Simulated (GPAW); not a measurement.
**NbSi2N4 monolayer: simulated STM images**

Wanted: filled- and empty-state images of NbSi2N4 monolayer, with its work function.

Method: GPAW, PAW setups; layer in a repeated cell with vacuum, relaxation of atoms and in-plane cell, in the first sound run; inputs show where later runs differ, in GPAW 26.7.0.

### Step 1. Set-up

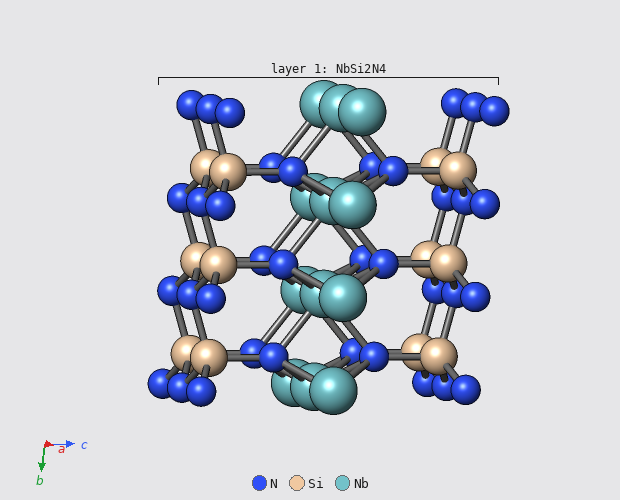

Start, viewed from the side, with the c axis across the page; nitrogen blue, silicon light orange, niobium teal. 2×3×1 cells are drawn. Bonds to atoms that aren't drawn are left out. Some periodic images of atoms are drawn too.

The cell holds 7 atoms: 4 N, 2 Si and 1 Nb. Cell: a = 2.920 Å, b = 2.920 Å, c = 21.159 Å, α = 90.0°, β = 90.0°, γ = 120.0°. Vacuum lies along c.

Coordinates:

```cif
data_structure
_symmetry_space_group_name_H-M 'P 1'
_symmetry_Int_Tables_number 1
_cell_length_a 2.9200
_cell_length_b 2.9200
_cell_length_c 21.1587
_cell_angle_alpha 90.000
_cell_angle_beta 90.000
_cell_angle_gamma 120.000
_cell_volume 156.24
loop_
_atom_site_label
_atom_site_type_symbol
_atom_site_fract_x
_atom_site_fract_y
_atom_site_fract_z
_atom_site_occupancy
N1 N 0.00000 0.00000 0.33083 1
Si2 Si 0.33333 0.66667 0.35302 1
N3 N 0.33333 0.66667 0.43573 1
Nb4 Nb 0.00000 0.00000 0.50000 1
N5 N 0.33333 0.66667 0.56427 1
Si6 Si 0.33333 0.66667 0.64698 1
N7 N 0.00000 0.00000 0.66917 1
```

### Step 2. Relaxation

Forces are removed first; all later runs use this geometry.

File run.py:

```python
import json
import numpy as np
from ase import Atoms
from ase.filters import FrechetCellFilter
from ase.optimize import BFGS
from gpaw import GPAW, PW

slab = Atoms(
    ['N', 'Si', 'N', 'Nb', 'N', 'Si', 'N'],
    positions=[
        [0.00000, 0.00000, 7.00000],
        [-0.00000, 1.68586, 7.46943],
        [-0.00000, 1.68586, 9.21943],
        [0.00000, 0.00000, 10.57937],
        [-0.00000, 1.68586, 11.93930],
        [-0.00000, 1.68586, 13.68930],
        [0.00000, 0.00000, 14.15873]],
    cell=[[2.92, 0.0, 0.0], [-1.46, 2.52879, 0.0], [0.0, 0.0, 21.1587]],
    pbc=[True, True, True],
    magmoms=[0.0, 0.0, 0.0, 1.0, 0.0, 0.0, 0.0])

slab.calc = GPAW(mode=PW(600), xc='PBE', kpts={'size': (12, 12, 1), 'gamma': True},
                 occupations={'name': 'fermi-dirac', 'width': 0.05}, nbands='200%',
                 convergence={'density': 1e-05}, maxiter=200,
                 symmetry={'tolerance': 1e-3}, txt='slab.txt')
result = {}
# The in-plane cell is free; stress needs a cell that repeats along all three vectors
path = []
opt = BFGS(FrechetCellFilter(slab, mask=[1, 1, 0, 0, 0, 1]), maxstep=0.2)
opt.attach(lambda: path.append((slab.get_potential_energy(), slab.positions.tolist(), slab.get_forces().tolist())))
result['relaxed'] = bool(opt.run(fmax=0.02, steps=45))
result['path'] = path
result['cell'] = slab.cell.tolist()
print('in-plane lattice', slab.cell.cellpar().round(4)[[0, 1, 5]])
energy = slab.get_potential_energy()
fermi = slab.calc.get_fermi_level()
v = slab.calc.get_electrostatic_potential().mean((0, 1)) - fermi
n = slab.calc.get_pseudo_density().mean((0, 1))
L = slab.cell[2, 2]
z = np.arange(len(v)) * L / len(v)
low, high = slab.positions[:, 2].min(), slab.positions[:, 2].max()
below, above = np.interp([low - 4.8, high + 4.8], z, v)
slopes = [np.interp(x, z, np.gradient(v, z)) for x in (low - 4.8, high + 4.8)]
eps = np.array([[slab.calc.get_eigenvalues(k, s) for k in range(len(slab.calc.get_ibz_k_points()))]
                for s in range(slab.calc.get_number_of_spins())]) - fermi
top, bottom = eps[eps < 0].max(), eps[eps > 0].min()
dipole = slab.get_dipole_moment()[2]
print(f'energy {energy:.4f} eV, Fermi level {fermi:.4f} eV, dipole {dipole:.5f} e A')
print(f'potential 4.8 A off the faces, from the Fermi level: lower {below:.4f} eV, upper {above:.4f} eV')
print(f'slope of the potential there: lower {slopes[0]:.5f}, upper {slopes[1]:.5f} eV/A')
print(f'nearest levels on the mesh: {top:.4f} and {bottom:.4f} eV')
print('magnetic moment', round(slab.get_magnetic_moment(), 3))
result.update(energy=energy, fermi=fermi, dipole=dipole, below=below, above=above, slopes=slopes, edges=[top, bottom],
              z=z.tolist(), v=v.tolist(), n=n.tolist(), positions=slab.positions.tolist(),
              forces=slab.get_forces(apply_constraint=False).tolist(), moments=slab.get_magnetic_moments().tolist())
json.dump(result, open('result.json', 'w'))
```

Launch:

```console
> OMP_NUM_THREADS=1 OPENBLAS_NUM_THREADS=1 python run.py
```

The program printed:

```text
Step          Energy          fmax
BFGS:    0      -60.254100        2.076995
BFGS:    1      -60.385740        1.086113
BFGS:    2      -60.474592        0.297631
BFGS:    3      -60.481174        0.326010
BFGS:    4      -60.511788        0.373885
BFGS:    5      -60.527263        0.302715
BFGS:    6      -60.534862        0.095541
BFGS:    7      -60.535753        0.043132
BFGS:    8      -60.536836        0.038460
BFGS:    9      -60.539394        0.025918
BFGS:   10      -60.542181        0.021299
BFGS:   11      -60.543146        0.006488
in-plane lattice [  2.9365   2.9365 120.    ]
energy -60.5372 eV, Fermi level 1.3396 eV, dipole 0.00056 e A
potential 4.8 A off the faces, from the Fermi level: lower 5.5130 eV, upper 5.5101 eV
slope of the potential there: lower -0.00008, upper 0.00140 eV/A
nearest levels on the mesh: -0.0293 and 0.0593 eV
magnetic moment 0.865
```

Wall time 24 min (1 thread of Intel Xeon Platinum 8488C (Sapphire Rapids), shared host); peak memory 0.76 GiB.

This step gave:

| Quantity | Value |
| --- | --- |
| dipole along the normal | 5.60e-4 e·Å |
| levels nearest the Fermi level on the mesh | -0.02930, 0.05926 eV from the Fermi level |
| site moments | 0.004043, 0.009108, 0.002488, 0.5444, 0.002488, 0.009108, 0.004043 μB |
| sum of the site moments | 0.5757 μB |

The electrostatic potential energy of an electron (without an applied field's), less the Fermi level, planar mean oscillates, so the rows of the table below give means over windows of 1.06 Å about each position, cut where the curve ends. Its maxima inside the range that stand out by 2 % of the span (Å: eV): 8.6: 0.296, 9.7: -7.77, 11.5: -7.78, 12.5: 0.292. Its minima: 7.1: -22.8, 9.3: -12.5, 10.6: -27.2, 11.8: -12.5, 14.0: -22.8.

The electrostatic potential energy of an electron (without an applied field's), less the Fermi level, planar mean by z; means over each step:

```
z (Å)  electrostatic potential energy of an electron (without an applied field's), less the Fermi level, planar mean (eV)
 0.53                                                                                                                5.51
 1.59                                                                                                                5.51
 2.65                                                                                                                5.51
 3.71                                                                                                                5.51
 4.77                                                                                                                5.48
 5.83                                                                                                                4.37
 6.89                                                                                                               -13.3
 7.95                                                                                                               -11.3
 9.01                                                                                                               -5.33
10.07                                                                                                               -15.8
11.13                                                                                                               -15.1
12.19                                                                                                               -4.98
13.25                                                                                                               -12.2
14.31                                                                                                               -12.4
15.37                                                                                                                4.50
16.43                                                                                                                5.47
17.49                                                                                                                5.51
18.55                                                                                                                5.51
19.61                                                                                                                5.51
20.67                                                                                                                5.51
```

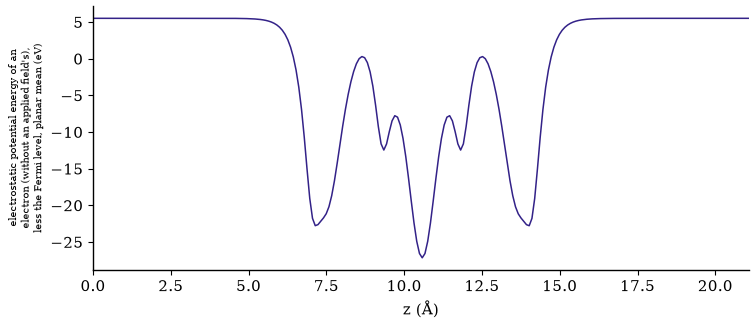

Electrostatic potential energy of an electron (without an applied field's), less the Fermi level, planar mean against z.

The pseudo valence density, planar mean oscillates, so the rows of the table below give means over windows of 1 Å about each position, cut where the curve ends. Its maxima inside the range that stand out by 2 % of the span (Å: e/Å³): 7.1: 0.859, 9.5: 0.761, 10.6: 1.60, 11.6: 0.761, 14.1: 0.859. Its minima: 8.3: 0.240, 9.9: 0.661, 11.3: 0.661, 12.9: 0.240.

The pseudo valence density, planar mean by z; means over each step:

```
z (Å)  pseudo valence density, planar mean (e/Å³)
    3                                      7.4e-6
    4                                      1.7e-4
    5                                     0.00438
    6                                       0.119
    7                                       0.709
    8                                       0.329
    9                                       0.552
   10                                       0.912
   11                                        1.04
   12                                       0.621
   13                                       0.294
   14                                       0.714
   15                                       0.192
   16                                     0.00729
   17                                      2.9e-4
   18                                      1.2e-5
```

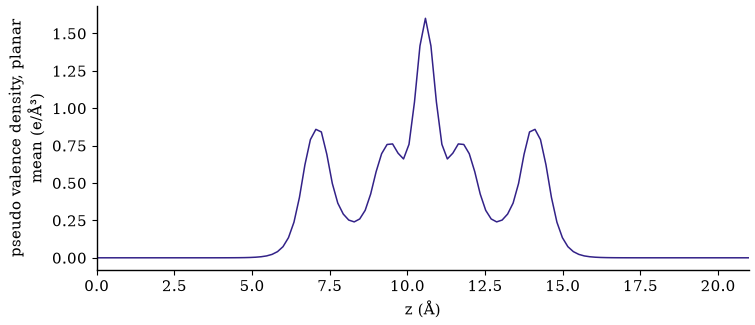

Pseudo valence density, planar mean against z.

Site moment by atom:

| atom | site moment (μB) |
| --- | --- |
| N1 | 0.004 |
| Si2 | 0.009 |
| N3 | 0.002 |
| Nb4 | 0.544 |
| N5 | 0.002 |
| Si6 | 0.009 |
| N7 | 0.004 |

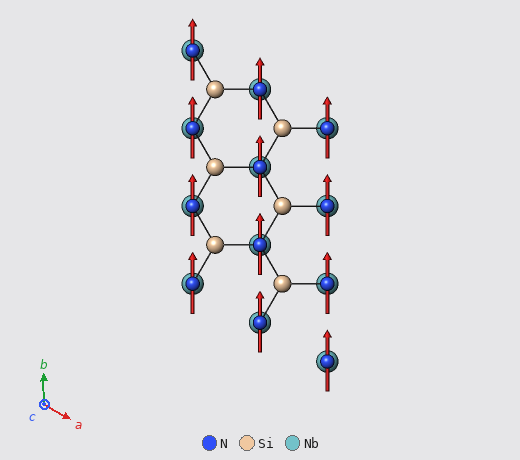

Site moment as arrows, the longest 0.544 μB. Up and down stand for the sign. Arrows give size and sign along the axis of quantisation, drawn up and down the page. Bonds to atoms that aren't drawn are left out. 2×3×1 cells are drawn. Some periodic images of atoms are drawn too.

The relaxation lowered the energy of the cell by 0.287 eV (energies extrapolated to zero smearing; the optimiser's log prints free energies). The largest force left on a free atom is 0.0065 eV/Å.

(Continued in part 2 of 2.)

[Logs are printed without paths, hosts, clocks, repeated set-up lines and the standing remarks that a program may print on its own settings, such as how far it seeks lower states.]

[Hosts, paths, dates, database ids (printed as entryN), source tags and the programs' standing remarks are cut or masked in the printed files.]
